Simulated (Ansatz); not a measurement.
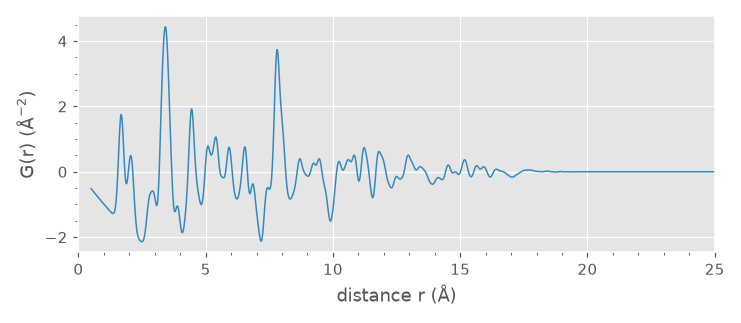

Simulated X-ray pair distribution function, G(r) = R(r)/r − 4πρ₀r, summed over the atomic distances of the structure with each pair weighted by the product of the atomic numbers (X-ray weights at Q = 0); every distance is a Gaussian of σ = 0.10 Å, for spherical particles of TiAsO₄ with the bulk structure: the bulk G(r) is multiplied by the envelope of a sphere of diameter D, 1 − 3r/2D + r³/2D³, with no surface relaxation. The number density is 0.085 atoms per Å³. Structure used: the geometry relaxed with DFT, PAW plane waves, r2scan+U (Ansatz 0.2.0); the starting structure was generated, so it need not be a known form of this composition.

How large are the particles?

Answer. About 20 Å (2.0 nm): the signal vanishes at r = D, fading from view somewhat earlier.

Roughly how many atoms does one particle hold?

Answer. About 360 (number density 0.085 Å⁻³ times πD³/6).
